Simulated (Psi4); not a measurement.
**doublet HNO−: levels of theory compared**

Aim: a comparison of 3 runs (U-revPBE/def2-TZVPPD, UCAM-B3LYP/def2-TZVPPD, UTPSS/def2-TZVPPD) of doublet HNO−. 

The results are computed with Psi4 1.11.

1 further run of the same task is left out (set aside as unsound or not needed).

**1. Starting point**

HNO−: 3 atoms, total charge -1, spin state doublet. SMILES of the parent species: `N=O`. Geometry: relaxed at PBE0-D4/def2-TZVP. That shape belongs to the parent species and isn't relaxed for this state.

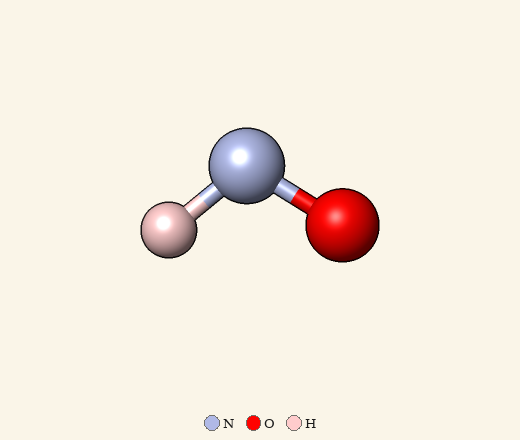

The structure, seen from a chosen angle (nitrogen light blue, oxygen red, hydrogen pink).

**2. A single-point energy at U-revPBE/def2-TZVPPD (run 1)**

hno.json reads:

```json
{
 "schema_name": "qcschema_input",
 "schema_version": 1,
 "molecule": {
  "schema_name": "qcschema_molecule",
  "schema_version": 2,
  "symbols": ["N", "O", "H"],
  "geometry": [-0.5361153, 0.59108743, -0.22140031, 1.42731014, 0.75059922, 0.86265998, -0.89119484, -1.34166775, -0.64127856],
  "molecular_charge": -1,
  "molecular_multiplicity": 2,
  "fix_symmetry": "c1"
 },
 "driver": "energy",
 "model": {
  "method": "revpbe",
  "basis": "def2-TZVPPD"
 },
 "keywords": {
  "reference": "uks",
  "puream": true,
  "e_convergence": 1e-09,
  "d_convergence": 1e-08,
  "scf_type": "pk",
  "dft_radial_points": 99,
  "dft_spherical_points": 590,
  "maxiter": 100,
  "scf_properties": ["LOWDIN_CHARGES", "MULLIKEN_CHARGES", "MAYER_INDICES"]
 }
}
```

The run is started by

```bash
$ psi4 --qcschema hno.json -n 1 --memory 2200MB
```

stdout:

```text
[...]
  Running in c1 symmetry.
[...]
  Nuclear repulsion =   30.697191757255840
[...]
  Multiplicity = 2
[...]
  Nalpha       = 9
  Nbeta        = 8
[...]
    Number of basis functions: 94
[...]
   @UKS iter   1:  -130.15747952595012    7.55966e-02   9.03374e-03 ADIIS/DIIS
[...]
   @UKS iter  14:  -130.49639927375549   -8.52651e-13   2.23832e-09 DIIS
[...]
   @S^2 Observed:                7.533007207E-01
[...]
  @UKS Final Energy:  -130.49639927375549
   => Energetics <=
    Nuclear Repulsion Energy =             30.6971917572558404
    One-Electron Energy =                -243.9793919553713692
    Two-Electron Energy =                  98.8340798234607121
    DFT Exchange-Correlation Energy =     -16.0482788991006551
    Empirical Dispersion Energy =           0.0000000000000000
    VV10 Nonlocal Energy =                  0.0000000000000000
    Total Energy =                       -130.4963992737554861
[...]
 Multipole Moments:
 ------------------------------------------------------------------------------------
     Multipole            Electronic (a.u.)      Nuclear  (a.u.)        Total (a.u.)
 ------------------------------------------------------------------------------------
 L = 1.  Multiply by 2.5417464519 to convert [e a0] to [Debye]
 Dipole X            :          1.0986007           -0.8153048            0.2832959
 Dipole Y            :          0.8686342           -0.9732402           -0.1046061
 Dipole Z            :          0.0000000            0.0000000            0.0000000
 Magnitude           :                                                    0.3019918
[...]
```

The result, in JSON:

```text
{
 "driver": "energy",
 "model": {
  "method": "revpbe",
  "basis": "def2-TZVPPD"
 },
 "success": true,
 "return_result": -130.4963992737555,
 "properties": {
  "calcinfo_nbasis": 94,
  "calcinfo_nmo": 94,
  "calcinfo_nalpha": 9,
  "calcinfo_nbeta": 8,
  "calcinfo_natom": 3,
  "nuclear_repulsion_energy": 30.69719175725584,
  "return_energy": -130.4963992737555,
  "scf_one_electron_energy": -243.97939195537137,
  "scf_two_electron_energy": 98.83407982346071,
  "scf_xc_energy": -16.048278899100655,
  "scf_dipole_moment": [0.28329593448842627, -0.10460608096398727, 3.3504508003488756e-11],
  "scf_total_energy": -130.4963992737555,
  "scf_iterations": 14
 }
}
```

Wall time 27 s (1 thread of Intel Xeon at 2.50GHz (Skylake/Cascade Lake), shared host); peak memory 0.8 GiB.

**3. A single-point energy at UCAM-B3LYP/def2-TZVPPD (run 2)**

input.json reads:

```json
{
  "schema_name": "qcschema_input",
  "schema_version": 1,
  "molecule": {
    "schema_name": "qcschema_molecule",
    "schema_version": 2,
    "symbols": ["N", "O", "H"],
    "geometry": [-0.5361153, 0.59108743, -0.22140031, 1.42731014, 0.75059922, 0.86265998, -0.89119484, -1.34166775, -0.64127856],
    "molecular_charge": -1,
    "molecular_multiplicity": 2,
    "fix_symmetry": "c1",
    "fix_com": true,
    "fix_orientation": true
  },
  "driver": "energy",
  "model": {
    "method": "cam-b3lyp",
    "basis": "def2-TZVPPD"
  },
  "keywords": {
    "reference": "uks",
    "puream": true,
    "e_convergence": 1e-09,
    "d_convergence": 1e-08,
    "scf_type": "pk",
    "dft_radial_points": 99,
    "dft_spherical_points": 590,
    "maxiter": 100
  }
}
```

The run is started by

```bash
$ psi4 --qcschema input.json -n 1 --memory 2200MB
```

stdout:

```text
[...]
  Running in c1 symmetry.
[...]
  Nuclear repulsion =   30.697191757255840
[...]
  Multiplicity = 2
[...]
  Nalpha       = 9
  Nbeta        = 8
[...]
    Number of basis functions: 94
[...]
   @UKS iter   1:  -130.25534525647095   -2.16716e-01   7.50537e-03 DIIS/ADIIS
[...]
   @UKS iter  14:  -130.48668521431787   -1.77920e-11   9.38801e-09 DIIS
[...]
   @S^2 Observed:                7.554640369E-01
[...]
  @UKS Final Energy:  -130.48668521431787
   => Energetics <=
    Nuclear Repulsion Energy =             30.6971917572558404
    One-Electron Energy =                -244.1375695978201179
    Two-Electron Energy =                  94.7461752270180426
    DFT Exchange-Correlation Energy =     -11.7924826007716348
    Empirical Dispersion Energy =           0.0000000000000000
    VV10 Nonlocal Energy =                  0.0000000000000000
    Total Energy =                       -130.4866852143178733
[...]
 Multipole Moments:
 ------------------------------------------------------------------------------------
     Multipole            Electronic (a.u.)      Nuclear  (a.u.)        Total (a.u.)
 ------------------------------------------------------------------------------------
 L = 1.  Multiply by 2.5417464519 to convert [e a0] to [Debye]
 Dipole X            :         -7.0834866            6.7744792           -0.3090074
 Dipole Y            :         -9.6938132            8.8007380           -0.8930752
 Dipole Z            :         -4.9828447            4.7101991           -0.2726456
 Magnitude           :                                                    0.9835672
[...]
```

The result, in JSON:

```text
{
 "driver": "energy",
 "model": {
  "method": "cam-b3lyp",
  "basis": "def2-TZVPPD"
 },
 "success": true,
 "return_result": -130.48668521431787,
 "properties": {
  "calcinfo_nbasis": 94,
  "calcinfo_nmo": 94,
  "calcinfo_nalpha": 9,
  "calcinfo_nbeta": 8,
  "calcinfo_natom": 3,
  "nuclear_repulsion_energy": 30.69719175725584,
  "return_energy": -130.48668521431787,
  "scf_one_electron_energy": -244.13756959782012,
  "scf_two_electron_energy": 94.74617522701804,
  "scf_xc_energy": -11.792482600771635,
  "scf_dipole_moment": [-0.30900742320231434, -0.8930751595060595, -0.2726456286237431],
  "scf_total_energy": -130.48668521431787,
  "scf_iterations": 14
 }
}
```

Wall time 35 s (1 thread of Intel Xeon at 2.50GHz (Skylake/Cascade Lake), shared host); peak memory 0.88 GiB.

**4. A single-point energy at UTPSS/def2-TZVPPD (run 3)**

run.py reads:

```python
import psi4

psi4.set_memory(2200000000)
psi4.set_num_threads(1)
psi4.core.set_output_file('psi4.out', False)

geom = psi4.geometry("""
-1 2
N     -0.283700     0.312790    -0.117160
O      0.755300     0.397200     0.456500
H     -0.471600    -0.709980    -0.339350
symmetry c1
""")

options = {'basis': 'def2-TZVPPD', 'reference': 'uks', 'puream': True, 'e_convergence': 1e-09, 'd_convergence': 1e-08, 'scf_type': 'pk', 'dft_radial_points': 99, 'dft_spherical_points': 590, 'maxiter': 100}
psi4.set_options(options)

e_tot, wfn = psi4.energy("TPSS", return_wfn=True)
psi4.oeprop(wfn, "DIPOLE", "LOWDIN_CHARGES", "MAYER_INDICES", title="TPSS")
print(f'TPSS energy: {e_tot:.10f} Eh')
```

The run is started by

```bash
$ python run.py
```

psi4.out:

```text
[...]
  Running in c1 symmetry.
[...]
  Nuclear repulsion =   30.697191710216298
[...]
  Multiplicity = 2
[...]
  Nalpha       = 9
  Nbeta        = 8
[...]
    Number of basis functions: 94
[...]
   @UKS iter   1:  -130.21514061615918    4.76276e-02   8.98245e-03 ADIIS/DIIS
[...]
   @UKS iter  14:  -130.54489417763941   -1.16529e-12   2.57317e-09 DIIS
[...]
   @S^2 Observed:                7.537361138E-01
[...]
  @UKS Final Energy:  -130.54489417763941
   => Energetics <=
    Nuclear Repulsion Energy =             30.6971917102162983
    One-Electron Energy =                -244.0780921426584200
    Two-Electron Energy =                  98.9458277856520851
    DFT Exchange-Correlation Energy =     -16.1098215308493486
    Empirical Dispersion Energy =           0.0000000000000000
    VV10 Nonlocal Energy =                  0.0000000000000000
    Total Energy =                       -130.5448941776394065
[...]
 Multipole Moments:
 ------------------------------------------------------------------------------------
     Multipole            Electronic (a.u.)      Nuclear  (a.u.)        Total (a.u.)
 ------------------------------------------------------------------------------------
 L = 1.  Multiply by 2.5417464519 to convert [e a0] to [Debye]
 Dipole X            :          1.0740567           -0.8153048            0.2587519
 Dipole Y            :          0.8416712           -0.9732402           -0.1315690
 Dipole Z            :         -0.0000000           -0.0000000           -0.0000000
 Magnitude           :                                                    0.2902808
[...]
```

The script printed:

```text
TPSS energy: -130.5448941776 Eh
```

It took 73 s on 1 thread of Intel Xeon at 2.50GHz (Skylake/Cascade Lake), shared host; peak memory 0.94 GiB.

**5. All runs side by side**

```csv
run,level,properties,energy (Eh),HOMO energy (eV),LUMO energy (eV),⟨S²⟩,wall time
1,U-revPBE/def2-TZVPPD,"(lowdin, mulliken, mayer)",-130.496399,4.24,5.12,0.753,27 s
2,UCAM-B3LYP/def2-TZVPPD,–,-130.486685,1.23,6.25,0.755,35 s
3,UTPSS/def2-TZVPPD,"(dipole, lowdin, mayer)",-130.544894,4.12,5.30,0.754,73 s
```

**6. What came out**

| quantity | value |
| --- | --- |
| run 3: total energy | -130.54489 Eh |
| run 3: HOMO energy (highest over α and β) | 4.12 eV |
| run 3: LUMO energy (lowest over α and β) | 5.30 eV |
| run 3: ⟨S²⟩ | 0.754 |

Totals of different functionals can't be ranked against each other. In runs 1, 2, 3 the HOMO lies above zero, so the outermost electron may be held by the basis alone. All runs together took 2.3 min, the longest 73 s.
